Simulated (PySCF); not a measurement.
Vertical excitations of a molecule C2H8FNSi2 from PySCF with TDA-ωB97X/def2-SVPD, as energy in eV (oscillator strength): 6.54 (0.012), 6.66 (0.031), 6.90 (0.031), 7.10 (0.107), 7.25 (0.045), 7.56 (0.261), 7.91 (0.035), 7.93 (0.010), 8.10 (0.009), 8.25 (0.066). Lowest triplet (TDA): 5.73 eV. The structure is a stationary point at TPSSh-D3(BJ)/def2-SVP. Other conformers were not sampled.

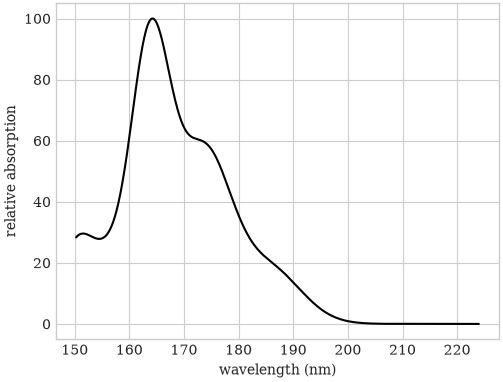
Figure. The lines broadened by 0.4 eV.

**Question.** Pick the molecule that these values belong to.
A) F[SiH2]/N=C/C[SiH3]
B) C=C([SiH3])[Si@@H](N)F
C) N[Si@H]([SiH3])/C=C/F
D) C[Si@H]1CN[Si@H]1F

**Answer.** D, C[Si@H]1CN[Si@H]1F
